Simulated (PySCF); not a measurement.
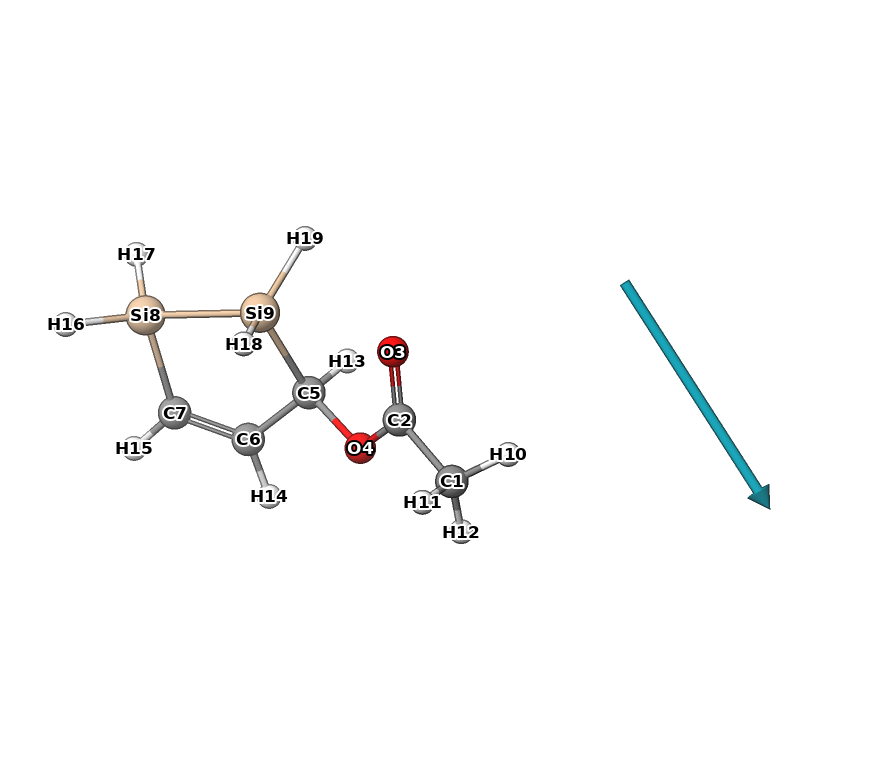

The arrow beside the molecule shows the direction of the dipole moment, from the negative to the positive end (its length means nothing). Computed geometry: GFN2-xTB optimisation. No frequency run is at hand to confirm it as a minimum. Method: PBE0/pcSseg-1, gas phase (PySCF 2.14.0).

Estimate the dipole moment.

2.23 D; it points from the side of H17 to the side of H12 (the outermost atoms at the two ends).

The geometry is semi-empirical. Around Si such bond lengths and angles can be off by a tenth of an ångström or more and by several degrees, and values that hang on the shape move with them.
